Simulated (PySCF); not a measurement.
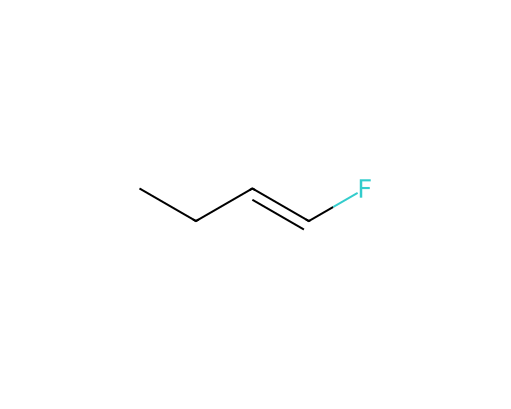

The geometry was computed by an optimisation with PBE0-D3(BJ)/def2-SVP. No frequency run is at hand to confirm it as a minimum. Program: PySCF 2.14.0.

Tabulate HOMO energy (eV), HOMO–LUMO gap (eV), dipole (D) at these levels: BHandHLYP/aug-pcX-1 (pcseg-1 on H); CAM-B3LYP/def2-SVPD; CAM-B3LYP/def2-SVPD in chloroform (IEF-PCM); CAM-B3LYP/def2-SVPD in water (IEF-PCM); PBE0/pcSseg-1 in chloroform (IEF-PCM); PBE0/pcSseg-1 in water (IEF-PCM).

```json
{"level": "BHandHLYP/aug-pcX-1 (pcseg-1 on H)", "HOMO energy (eV)": "−8.33", "HOMO–LUMO gap (eV)": "9.02", "dipole (D)": "1.84"}
{"level": "CAM-B3LYP/def2-SVPD", "HOMO energy (eV)": "−8.63", "HOMO–LUMO gap (eV)": "9.94", "dipole (D)": "1.82"}
{"level": "CAM-B3LYP/def2-SVPD in chloroform (IEF-PCM)", "HOMO energy (eV)": "−8.57", "HOMO–LUMO gap (eV)": "10.03", "dipole (D)": "2.13"}
{"level": "CAM-B3LYP/def2-SVPD in water (IEF-PCM)", "HOMO energy (eV)": "−8.56", "HOMO–LUMO gap (eV)": "10.06", "dipole (D)": "2.25"}
{"level": "PBE0/pcSseg-1 in chloroform (IEF-PCM)", "HOMO energy (eV)": "−7.16", "HOMO–LUMO gap (eV)": "7.76", "dipole (D)": "1.95"}
{"level": "PBE0/pcSseg-1 in water (IEF-PCM)", "HOMO energy (eV)": "−7.16", "HOMO–LUMO gap (eV)": "7.77", "dipole (D)": "2.05"}
```
